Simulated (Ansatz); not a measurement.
Take ZnSiP$_{2}$ in the chalcopyrite structure (space group I-42d, No. 122; a = 5.353 Å, c = 10.445 Å) as the base.

It is then changed as follows: the cell is scaled by 1.0075 in all directions; the atoms relax in the strained cell.

All numbers come from Kohn–Sham DFT with the PBEsol functional, run in Ansatz (an electronic-structure program) with PAW and 420 eV plane waves, spin-orbit coupling left out.

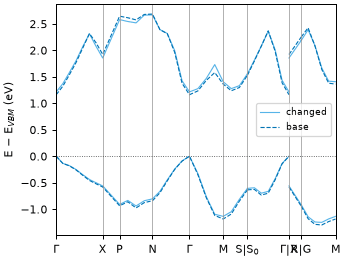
*Highest valence and lowest conduction band along the path, each from its own valence-band maximum*

Task: Read the changed gap and its character from the plot.

Result: About 1.21 eV, direct at Γ.

Stability against distortions was not tested.
